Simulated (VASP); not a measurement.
**A VASP study of Si2Ni (PBE + U): structure first, properties next**

How well does PBE + U reproduce what experiment finds for Si2Ni? The cell is relaxed first, and properties follow on it. The steps: magnetic order: ferromagnetic, magnetic order: antiferromagnetic, q = (0, 0, 1/2), magnetic order: antiferromagnetic, q = (1/2, 1/2, 0), the orders side by side, full relaxation (PBE + U), single point with fields (PBE + U), bands along the symmetry lines (PBE + U), density of states (PBE + U), volume scan with PBE + U, fit for PBE + U and optical spectrum (PBE + U). The start is a cell from a database of measured crystal structures.

Calculated with VASP 6.6.1; PBE, DFT+U (Ni d 3 eV), spin-polarised from a ferromagnetic start (one magnetic atom a cell); plane waves and PAW (Si, Ni), in the first sound run; inputs show where later runs differ.

Experimental background.

“Metallic Nickel Silicides: Experiments and Theory for NiSi and First Principles Calculations for Other Phases” (2016, arxiv:1602.05840) quotes from earlier work for NiSi2, cubic Fm-3m (bulk crystal): lattice constant a (cubic lattice parameter) 5.406 Å [literature experimental value used as calculation input].

Report form: the programs' logs are mostly left out.

## Step 1: The starting structure

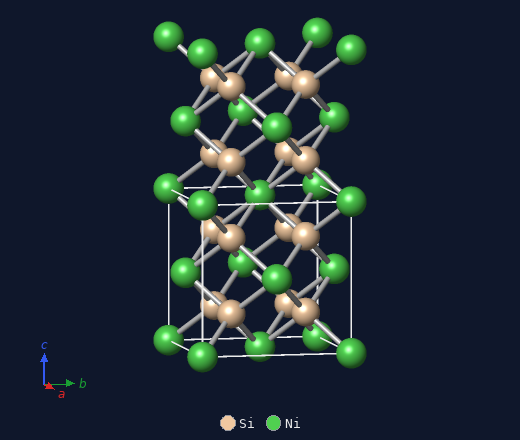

The cell as given, slightly off an axis (silicon light orange, nickel green). 1×1×2 cells are drawn. This picture shows the conventional cell, with its axes. Some periodic images of atoms are drawn too.

## Step 2: Magnetic order: ferromagnetic

The properties of a magnet depend on its order, so a few collinear patterns are compared first on the cell as listed, beginning with all moments parallel. PBE, the usual starting point, adds the gradient of the density. A Hubbard U penalises fractional filling of the localised shell, which semilocal functionals favour.

The input, INCAR:

```
SYSTEM = Si2Ni
PREC = Accurate
ENCUT = 400
EDIFF = 1E-06
NELM = 100
ISMEAR = 0
SIGMA = 0.05
LREAL = .FALSE.
ALGO = Normal
GGA = PE
NBANDS = 17
ISPIN = 2
MAGMOM = 0 0 1
LDAU = .TRUE.
LDAUTYPE = 2
LDAUL = -1 2
LDAUU = 0 3
LDAUJ = 0 0
LDAUPRINT = 1
LASPH = .TRUE.
LMAXMIX = 4
LORBIT = 11
LWAVE = .FALSE.
LCHARG = .FALSE.
KPAR = 8
ISIF = 2
```

The input, POSCAR:

```
Si2Ni
1.0
    0.0000000000      2.7030000000      2.7030000000
    2.7030000000      0.0000000000      2.7030000000
    2.7030000000      2.7030000000      0.0000000000
Si Ni
2 1
Direct
    0.2500000000      0.2500000000      0.2500000000
    0.7500000000      0.7500000000      0.7500000000
    0.0000000000      0.0000000000      0.0000000000
```

The input, KPOINTS:

```
Automatic mesh
0
Gamma
7 7 7
0 0 0
```

Potentials, in the order of the species: Si and Ni (PBE family, release 64).

Launch:

```bash
$ mpirun -np 8 vasp_std
```

It took 5.6 s on 8 MPI ranks of Intel Xeon 6975P-C (Granite Rapids), shared host; peak memory 1.4 GiB.

The k-mesh is coarse for a metal. A U on the itinerant d states of such a compound is hard to justify; it moves the bands at the Fermi level.

This step gave:

* SCF cycles: 15
* electrons: 18
* bands: 17
* irreducible k-points: 20
* symmetry operations: 48
* free energy (TOTEN): -15.53 eV
* energy at zero smearing: -15.53 eV
* Fermi energy: 10.16 eV
* pressure: -0.1894 GPa
* metallic: yes

The spin moment in the PAW sphere vanishes on all atoms.

The moments fall under 0.1 μB, and the mesh shows no gap.

## Step 3: Magnetic order: antiferromagnetic, q = (0, 0, 1/2)

This step: PBE, DFT+U (Ni d 3 eV), spin-polarised from an antiferromagnetic start; plane waves and PAW (Si, Ni) (VASP 6.6.1).

System of this step: Si2Ni. It takes space group Fm-3m (No. 225, cubic). Conventional cell: a = 5.406 Å, b = 5.406 Å, c = 5.406 Å, α = 90.00°, β = 90.00°, γ = 90.00°. Nearest to Si lie 4 Ni at 2.34 Å. Ni has 8 Si at 2.34 Å nearest. Farther neighbours are not listed.

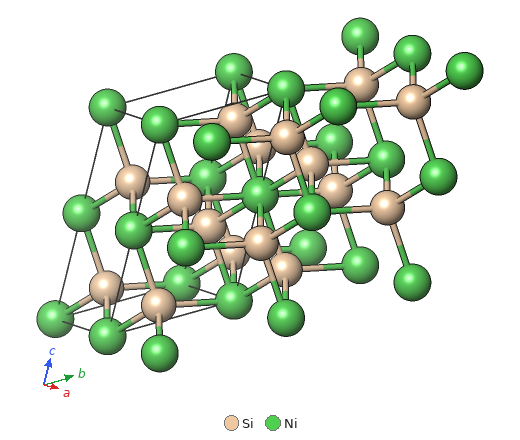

The cell of this step (silicon light orange, nickel green). 2×2×1 cells are drawn. Some periodic images of atoms are drawn too.

Next, a pattern with opposite moments, which needs a doubled cell; q is given in the reciprocal vectors of the primitive cell.

INCAR, as its differences from that of step 2:

```diff
@@ -10,5 +10,5 @@
 GGA = PE
-NBANDS = 17
+NBANDS = 27
 ISPIN = 2
-MAGMOM = 0 0 1
+MAGMOM = 0 0 0 0 1 -1
 LDAU = .TRUE.
```

The input, POSCAR:

```
Si2Ni
1.0
    0.0000000000      2.7030000000      2.7030000000
    2.7030000000      0.0000000000      2.7030000000
    5.4060000000      5.4060000000      0.0000000000
Si Ni
4 2
Direct
    0.2500000000      0.2500000000      0.1250000000
    0.2500000000      0.2500000000      0.6250000000
    0.7500000000      0.7500000000      0.3750000000
    0.7500000000      0.7500000000      0.8750000000
    0.0000000000      0.0000000000      0.0000000000
    0.0000000000      0.0000000000      0.5000000000
```

KPOINTS is that of step 2.

Launch:

```bash
$ mpirun -np 8 vasp_std
```

The job ended after 18 s (8 MPI ranks; peak memory 2.4 GiB; 2.3 min of CPU time).

This step gave:

```
SCF cycles              : 16
electrons               : 36
bands                   : 27
irreducible k-points    : 44
symmetry operations     : 12
free energy (TOTEN)     : -31.05 eV
energy at zero smearing : -31.05 eV
Fermi energy            : 10.27 eV
pressure                : 0.2938 GPa
```

The spin moment in the PAW sphere vanishes on all atoms.

The energy lies +0.5 meV an atom from the first pattern, a difference of sampling, since both runs hold the same state. The moments fall under 0.1 μB, and the mesh shows no gap.

## Step 4: Magnetic order: antiferromagnetic, q = (1/2, 1/2, 0)

INCAR is that of step 3.

The input, POSCAR:

```
Si2Ni
1.0
    2.7030000000      2.7030000000      0.0000000000
   -2.7030000000      2.7030000000      0.0000000000
    0.0000000000      0.0000000000      5.4060000000
Si Ni
4 2
Direct
    0.5000000000      0.0000000000      0.2500000000
    0.0000000000      0.5000000000      0.7500000000
    0.5000000000      0.0000000000      0.7500000000
    0.0000000000      0.5000000000      0.2500000000
    0.0000000000      0.0000000000      0.0000000000
    0.5000000000      0.5000000000      0.5000000000
```

The input, KPOINTS:

```
Automatic mesh
0
Gamma
6 6 4
0 0 0
```

Launch:

```bash
$ mpirun -np 8 vasp_std
```

The job ended after 10 s (8 MPI ranks; peak memory 1.8 GiB).

Numbers from this step:

```yaml
irreducible_k_points: 30
symmetry_operations: 16
free_energy_toten: -31.04 eV
energy_at_zero_smearing: -31.04 eV
fermi_energy: 10.28 eV
pressure: 0.1414 GPa
```

The energy lies +3.4 meV an atom from the first pattern, a difference of sampling, since both runs hold the same state. The moments fall under 0.1 μB, and the mesh shows no gap.

## Step 5: The orders side by side

This step: collinear orders at PBE, DFT+U (Ni d 3 eV); plane waves and PAW (VASP 6.6.1).

This step runs nothing: it gathers the runs above.

Patterns, by row:

```csv
start,atoms,energy less that of the first (meV/atom),largest site moment (μB),end state
ferromagnetic,3,0,0,non-magnetic
"antiferromagnetic, q = (0, 0, 1/2)",6,0.5,0,non-magnetic
"antiferromagnetic, q = (1/2, 1/2, 0)",6,3.4,0,non-magnetic
```

All patterns lost their moments. Runs that ended non-magnetic differ by up to 3.4 meV an atom among themselves, which is the error from the unlike meshes of the cells. The session goes on with moments started at or near zero.

## Step 6: Full relaxation (PBE + U)

This step: PBE, DFT+U (Ni d 3 eV), zero-moment start; plane waves and PAW (Si, Ni) (VASP 6.6.1).

System of this step: Si2Ni. It takes space group Fm-3m (No. 225, cubic). Conventional cell: a = 5.406 Å, b = 5.406 Å, c = 5.406 Å, α = 90.00°, β = 90.00°, γ = 90.00°. Nearest to Si lie 4 Ni at 2.34 Å. Nearest to Ni lie 8 Si at 2.34 Å. Farther neighbours are not listed.

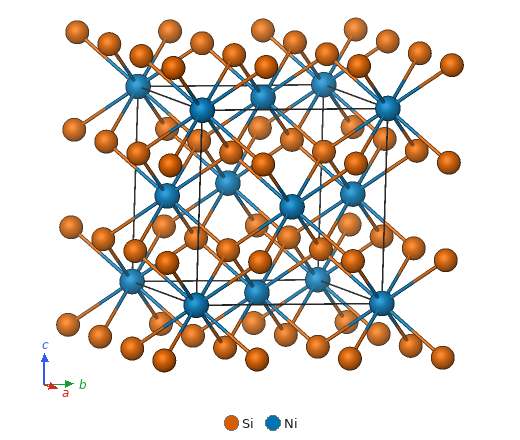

The cell of this step (silicon orange, nickel blue). Some periodic images of atoms are drawn too.

The start need not lie at this functional's minimum. ISIF = 3 frees volume, shape and positions, and EDIFFG sets the threshold on forces and stress at which the search stops.

INCAR, as its differences from that of step 4:

```diff
@@ -10,5 +10,5 @@
 GGA = PE
-NBANDS = 27
+NBANDS = 16
 ISPIN = 2
-MAGMOM = 0 0 0 0 1 -1
+MAGMOM = 0 0 0
 LDAU = .TRUE.
@@ -25,2 +25,5 @@
 KPAR = 8
-ISIF = 2
+IBRION = 2
+NSW = 60
+ISIF = 3
+EDIFFG = -0.01
```

The input, POSCAR:

```
Si2Ni
1.0
    0.0000000000      2.7030000000      2.7030000000
    2.7030000000      0.0000000000      2.7030000000
    2.7030000000      2.7030000000      0.0000000000
Si Ni
2 1
Direct
    0.2500000000      0.2500000000      0.2500000000
    0.7500000000      0.7500000000      0.7500000000
    0.0000000000      0.0000000000      0.0000000000
```

The input, KPOINTS:

```
Automatic mesh
0
Gamma
9 9 9
0 0 0
```

Launch:

```bash
$ mpirun -np 8 vasp_std
```

Elapsed: 12 s, on 8 MPI ranks; peak memory 1.6 GiB; 91 s of CPU time.

This run allows spin, but its moments start at zero, where symmetry between the spins tends to hold them, although Ni can carry a moment. The run keeps the 48 symmetry operations of its start, so it cannot find a distortion of lower symmetry.

Relaxation path:

```csv
step,energy less that of the first step (eV),largest force (eV/Å),pressure (GPa),volume (Å³)
1,0.0000,0.0000,0.91,39.50
2,-0.0001,0.0000,-0.78,39.93
3,-0.0006,0.0000,0.01,39.72
```

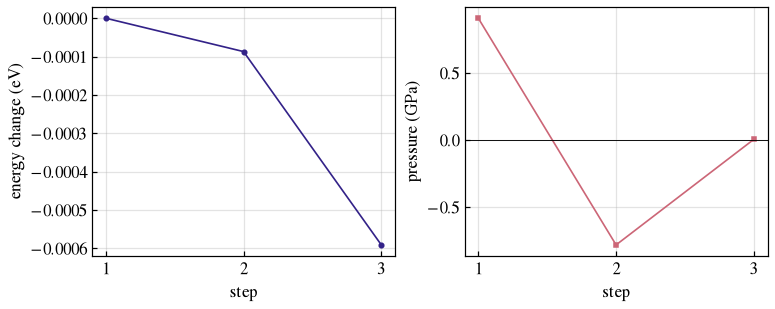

Energy and pressure along the relaxation.

```csv
"conventional cell, symmetrised",before,after,change
a (Å),5.406,5.416,+0.2 %
b (Å),5.406,5.416,+0.2 %
c (Å),5.406,5.416,+0.2 %
volume (Å³/atom),13.17,13.24,+0.6 %
```

The relaxed structure:

```xyz
3
Lattice="0.0000 2.7080 2.7080 2.7080 0.0000 2.7080 2.7080 2.7080 0.0000" Properties=species:S:1:pos:R:3 pbc="T T T"
Si    1.3540    1.3540    1.3540
Si    4.0620    4.0620    4.0620
Ni    0.0000    0.0000    0.0000
```

This step gave:

```
electrons                       : 18
bands                           : 16
irreducible k-points            : 35
symmetry operations             : 48
free energy (TOTEN)             : -15.52 eV
energy at zero smearing         : -15.52 eV
Fermi energy                    : 10.23 eV
pressure                        : 0.005353 GPa
SCF cycles over all ionic steps : 26
```

It ends with forces that vanish by symmetry and a pressure of 0.01 GPa.

## Step 7: Single point with fields (PBE + U)

The relaxed cell gets a fresh self-consistent run, on a basis set for its own volume, to fix the density and to check the remaining stress.

INCAR, as its differences from that of step 6:

```diff
@@ -23,7 +23,5 @@
 LWAVE = .FALSE.
-LCHARG = .FALSE.
-KPAR = 8
-IBRION = 2
-NSW = 60
-ISIF = 3
-EDIFFG = -0.01
+LCHARG = .TRUE.
+ISIF = 2
+LELF = .TRUE.
+LVHAR = .TRUE.
```

The input, POSCAR:

```
Si2Ni
1.0
    0.0000000000      2.7079749037      2.7079749037
    2.7079749037      0.0000000000      2.7079749037
    2.7079749037      2.7079749037      0.0000000000
Si Ni
2 1
Direct
    0.2500000000      0.2500000000      0.2500000000
    0.7500000000      0.7500000000      0.7500000000
    0.0000000000      0.0000000000      0.0000000000
```

KPOINTS is that of step 6.

Launch:

```bash
$ mpirun -np 8 vasp_std
```

It took 6.4 s on 8 MPI ranks; peak memory 0.82 GiB; 46 s of CPU time.

With spin, VASP writes an ELF for each channel.

This step gave:

```yaml
scf_cycles: 13
pressure: 0.04107 GPa
```

Valence electrons inside each PAW sphere by angular momentum. Sphere charges, by row:

```csv
atom,s (e),p (e),d (e),tot (e)
Si1,0.749,0.831,0,1.58
Si2,0.749,0.831,0,1.58
Ni3,0.544,0.761,8.599,9.904
```

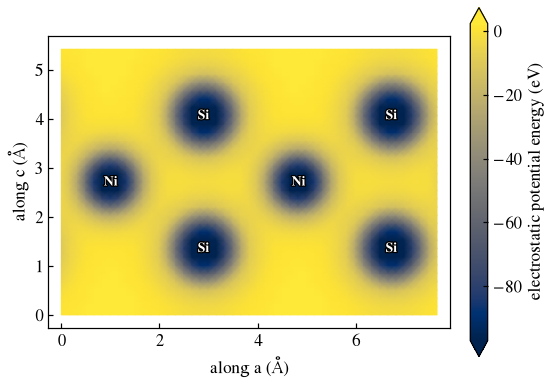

Electrostatic potential energy in the ac plane of a cell with a along [110], b along [-110] and c along [001] of the cube at fractional y = 0.000, with atoms of Si and Ni within 0.2 Å of it. With pseudopotentials it is smooth inside the atoms' cores, unlike the true potential. The map starts off the cell's origin, so that atoms lie inside it.

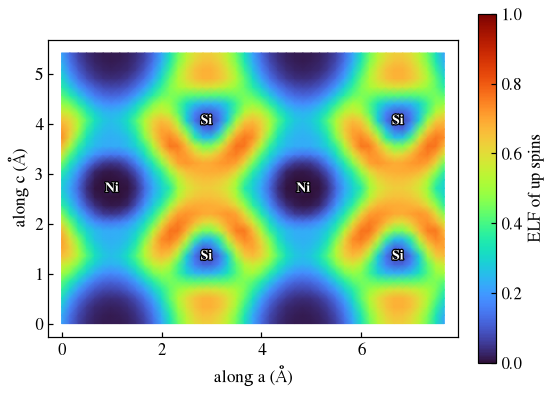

ELF of up spins in the ac plane of a cell with a along [110], b along [-110] and c along [001] of the cube at fractional y = 0.000, with atoms of Si and Ni within 0.2 Å of it. It is the smooth field of the valence electrons, not physical close to the nuclei. The map starts off the cell's origin, so that atoms lie inside it.

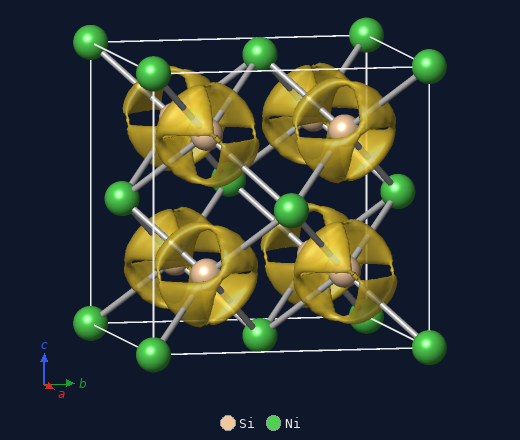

Surface of ELF of up spins = 0.69.

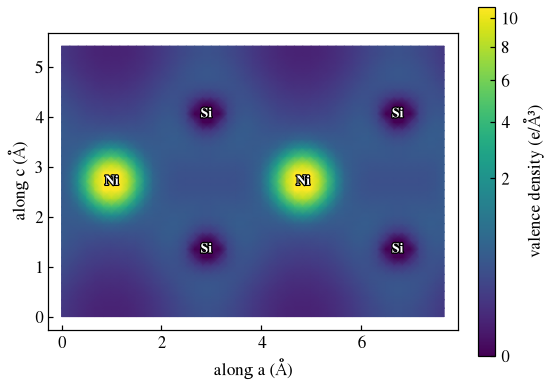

Valence density in the ac plane of a cell with a along [110], b along [-110] and c along [001] of the cube at fractional y = 0.000, with atoms of Si and Ni within 0.2 Å of it. It is the smooth field of the valence electrons, not physical close to the nuclei. The map starts off the cell's origin, so that atoms lie inside it. The colour scale is stretched toward low values.

In this run the pressure is 0.04 GPa, small enough to go on.

## Step 8: Bands along the symmetry lines (PBE + U)

Levels along the symmetry lines show where the bands peak and cross; KPOINTS_OPT computes them in the converged potential.

INCAR, as its differences from that of step 7:

```diff
@@ -10,3 +10,3 @@
 GGA = PE
-NBANDS = 16
+NBANDS = 23
 ISPIN = 2
@@ -23,5 +23,3 @@
 LWAVE = .FALSE.
-LCHARG = .TRUE.
-ISIF = 2
-LELF = .TRUE.
-LVHAR = .TRUE.
+LCHARG = .FALSE.
+KPAR = 8
```

POSCAR is that of step 7.

KPOINTS is that of step 7.

The input, KPOINTS_OPT:

```
Line mode
16
Line-mode
Reciprocal
  0.00000000   0.00000000   0.00000000 GAMMA
  0.50000000   0.00000000   0.50000000 X

  0.50000000   0.00000000   0.50000000 X
  0.50000000   0.25000000   0.75000000 W

  0.50000000   0.25000000   0.75000000 W
  0.37500000   0.37500000   0.75000000 K

  0.37500000   0.37500000   0.75000000 K
  0.00000000   0.00000000   0.00000000 GAMMA

  0.00000000   0.00000000   0.00000000 GAMMA
  0.50000000   0.50000000   0.50000000 L

  0.50000000   0.50000000   0.50000000 L
  0.62500000   0.25000000   0.62500000 U

  0.62500000   0.25000000   0.62500000 U
  0.50000000   0.25000000   0.75000000 W

  0.50000000   0.25000000   0.75000000 W
  0.50000000   0.50000000   0.50000000 L

  0.50000000   0.50000000   0.50000000 L
  0.37500000   0.37500000   0.75000000 K

  0.62500000   0.25000000   0.62500000 U
  0.50000000   0.00000000   0.50000000 X
```

Launch:

```bash
$ mpirun -np 8 vasp_std
```

The job ended after 16 s (8 MPI ranks; peak memory 1.7 GiB).

This step gave:

- bands: 23
- pressure: 0.1135 GPa

Both spin channels agree. Electronic bands along the path, in eV, zero at the Fermi level; # counts the bands kept:

```csv
point,#6,#7,#8,#9,#10,#11,#12,#13
Γ,-3.87,-0.27,1.65,1.65,1.65,2.49,2.49,2.49
X,-3.82,-3.82,-3.64,-3.49,-0.55,1.43,7.83,8.28
W,-3.87,-3.82,-3.52,-2.69,2.22,2.22,4.76,5.36
K,-4.01,-3.62,-3.17,-2.81,0.12,3.73,4.71,6.38
Γ,-3.87,-0.27,1.65,1.65,1.65,2.49,2.49,2.49
L,-3.65,-3.65,-1.29,-1.29,1.74,1.74,1.85,2.64
U,-4.01,-3.62,-3.17,-2.81,0.12,3.73,4.71,6.38
W,-3.87,-3.82,-3.52,-2.69,2.22,2.22,4.76,5.36
L,-3.65,-3.65,-1.29,-1.29,1.74,1.74,1.85,2.64
K,-4.01,-3.62,-3.17,-2.81,0.12,3.73,4.71,6.38
jump to U,-4.01,-3.62,-3.17,-2.81,0.12,3.73,4.71,6.38
X,-3.82,-3.82,-3.64,-3.49,-0.55,1.43,7.83,8.28
```

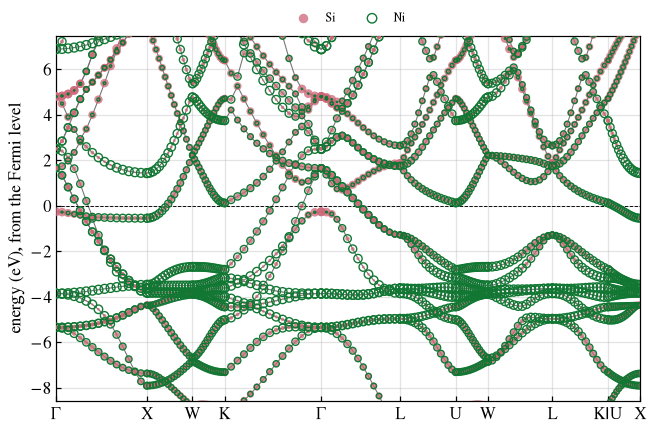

Electronic bands along the path; dots are coloured as in the legend, and their area grows with the weight.

There is no gap at this level.

Of the bands kept, 3 cross the Fermi level on this path.

## Step 9: Density of states (PBE + U)

Here the states are counted by energy and projected on the atoms. The mesh is finer than in the run before.

INCAR, as its differences from that of step 8:

```diff
@@ -5,3 +5,3 @@
 NELM = 100
-ISMEAR = 0
+ISMEAR = -5
 SIGMA = 0.05
@@ -25 +25,2 @@
 KPAR = 8
+NEDOS = 2001
```

POSCAR is that of step 8.

The input, KPOINTS:

```
Automatic mesh
0
Gamma
13 13 13
0 0 0
```

Launch:

```bash
$ mpirun -np 8 vasp_std
```

It took 13 s on 8 MPI ranks; peak memory 1.8 GiB; 97 s of CPU time.

With tetrahedra the forces and stress of a metal are not exact derivatives of the energy.

Numbers from this step:

```yaml
scf_cycles: 17
irreducible_k_points: 84
fermi_energy: 10.21 eV
pressure: -0.6706 GPa
dos_at_the_fermi_level: 0.8606 states/eV/cell
```

The density of states has structure finer than the step of the table below, so its rows give means over 1 eV, whole bins alone (the curve runs from -12.0 to 4.38 eV). Peaks (eV: height): total -4.9: 5.27, -4.4: 4.21, -3.7: 9.03, 2.3: 2.13; Ni d -4.9: 2.99, -3.6: 7.91; Si p -5.3: 0.653, -4.9: 0.700, -4.4: 0.432, 2.3: 0.438; Ni p -4.9: 0.116, -4.4: 0.103, -2.6: 0.176, 4.1: 0.089; Si s -9.5: 0.326, -9.2: 0.285, -8.6: 0.307, 1.1: 0.290.

States under -12.0 eV and over 4.4 eV are left out; both spin channels agree and are summed. Table of density of states by energy, zero at the Fermi level; means over each step; values in states/eV/cell:

```csv
energy (eV),total,Ni d,Si p,Ni p,Si s,Ni s
-11,0.559,0.00933,0.0249,0.0230,0.180,0.0589
-10,0.697,0.0209,0.0318,0.0420,0.234,0.0485
-9,0.838,0.0577,0.0441,0.0640,0.283,0.0167
-8,0.764,0.130,0.0494,0.0380,0.232,0.0135
-7,0.805,0.180,0.111,0.0242,0.118,0.0462
-6,1.11,0.349,0.190,0.0395,0.0442,0.0497
-5,3.01,1.60,0.433,0.0754,0.0270,0.0665
-4,4.71,3.74,0.213,0.0551,0.0151,0.0752
-3,2.31,1.56,0.163,0.114,0.0224,0.0507
-2,1.50,0.623,0.225,0.159,0.0302,0.0191
-1,0.719,0.192,0.132,0.0951,0.0312,0.00940
0,0.871,0.333,0.0990,0.0464,0.134,0.00781
1,1.38,0.361,0.207,0.0489,0.208,0.0124
2,1.10,0.246,0.205,0.0320,0.0607,0.0341
3,1.53,0.237,0.292,0.0656,0.113,0.0485
```

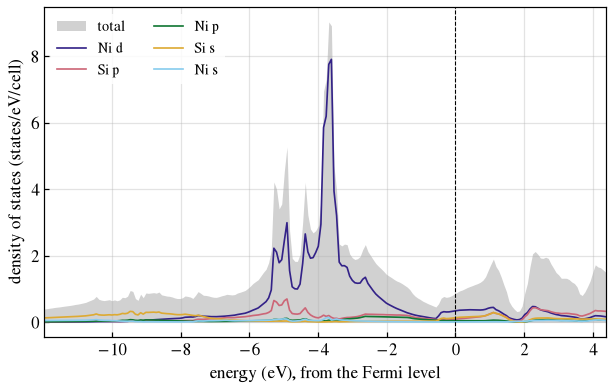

Density of states against energy.

The finer mesh and the other smearing move the Fermi level by -0.02 eV from the 9×9×9 run, a small shift, which tests the Fermi level alone. Of the states within 0.3 eV of the Fermi level, the largest shares in the PAW spheres are Ni d 39 %, Si s 15 % and Si p 11 %. The rest lies in smaller channels or between the spheres.

## Step 10: Volume scan with PBE + U, volume scale 0.94

An equation of state needs energies on both sides of the minimum, all on one mesh and cutoff.

INCAR, as its differences from that of step 9:

```diff
@@ -5,3 +5,3 @@
 NELM = 100
-ISMEAR = -5
+ISMEAR = 0
 SIGMA = 0.05
@@ -10,3 +10,3 @@
 GGA = PE
-NBANDS = 23
+NBANDS = 16
 ISPIN = 2
@@ -25,2 +25,2 @@
 KPAR = 8
-NEDOS = 2001
+ISIF = 2
```

The input, POSCAR:

```
Si2Ni
1.0
    0.0000000000      2.6526945984      2.6526945984
    2.6526945984      0.0000000000      2.6526945984
    2.6526945984      2.6526945984      0.0000000000
Si Ni
2 1
Direct
    0.2500000000      0.2500000000      0.2500000000
    0.7500000000      0.7500000000      0.7500000000
    0.0000000000      0.0000000000      0.0000000000
```

The input, KPOINTS:

```
Automatic mesh
0
Gamma
9 9 9
0 0 0
```

Launch:

```bash
$ mpirun -np 8 vasp_std
```

Run time: 4.4 s. Hardware: 8 MPI ranks; peak memory 1.3 GiB; 30 s of CPU time.

The scan keeps the cell's shape and the fractional positions fixed.

Numbers from this step:

```
SCF cycles              : 14
bands                   : 16
irreducible k-points    : 35
free energy (TOTEN)     : -15.44 eV
energy at zero smearing : -15.44 eV
Fermi energy            : 11.21 eV
pressure                : 10.35 GPa
```

The pressure here is 10.35 GPa.

## Step 11: Volume scan with PBE + U, volume scale 0.96

INCAR is that of step 10.

The input, POSCAR:

```
Si2Ni
1.0
    0.0000000000      2.6713761618      2.6713761618
    2.6713761618      0.0000000000      2.6713761618
    2.6713761618      2.6713761618      0.0000000000
Si Ni
2 1
Direct
    0.2500000000      0.2500000000      0.2500000000
    0.7500000000      0.7500000000      0.7500000000
    0.0000000000      0.0000000000      0.0000000000
```

KPOINTS is that of step 10.

Launch:

```bash
$ mpirun -np 8 vasp_std
```

The job ended after 6 s (8 MPI ranks; peak memory 1.4 GiB; 43 s of CPU time).

Numbers from this step:

| Property | Result |
| --- | --- |
| free energy (TOTEN) | -15.49 eV |
| energy at zero smearing | -15.49 eV |
| Fermi energy | 10.88 eV |
| pressure | 6.531 GPa |

The pressure falls from 10.35 to 6.53 GPa.

The run ends at a pressure of 6.53 GPa.

(Part 1 of 2 ends here.)

[Lines on the potential files, build, host, timing and source positions are cut from VASP's logs without a mark.]

[Logs are printed without paths, hosts, clocks, repeated set-up lines and the standing remarks that a program may print on its own settings, such as how far it seeks lower states.]

[Hosts, paths, dates, database ids (printed as entryN), source tags and the programs' standing remarks are cut or masked in the printed files.]

[A measured line is paired with the nearest computed mode of its activity, which favours agreement.]

[In band tables of VASP the shares of atoms and orbitals are scaled to a sum of 1 inside the atoms' spheres.]
